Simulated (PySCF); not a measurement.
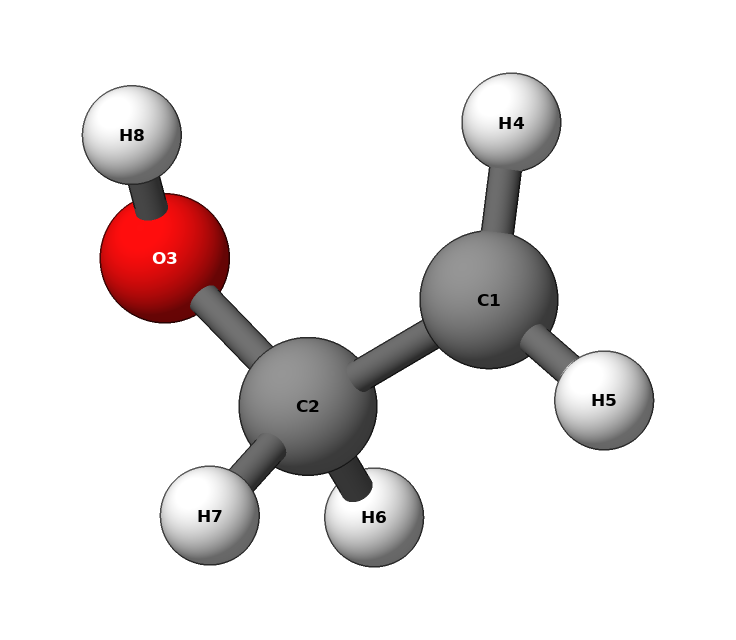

The questions are on Mulliken spin populations. The species is neutral and a spin doublet. Computed geometry: GFN2-xTB optimisation. No frequency run is at hand to confirm it as a minimum. Method: UKS B3LYP, pcH-1 on C H O, non-relativistic (PySCF 2.14.0).

**Which atom carries the largest spin population?**

C1 (1.07 e).

**Which atom has the lowest spin population?**

C2 (−0.09 e); a negative value comes from spin polarisation.

List the Mulliken spin populations.

```json
{"atom": "C1", "value (e)": "1.07"}
{"atom": "C2", "value (e)": "−0.09"}
{"atom": "O3", "value (e)": "0.00"}
{"atom": "H4", "value (e)": "−0.04"}
{"atom": "H5", "value (e)": "−0.04"}
{"atom": "H6", "value (e)": "0.05"}
{"atom": "H7", "value (e)": "0.05"}
{"atom": "H8", "value (e)": "0.00"}
```

Mulliken values depend strongly on the basis set.
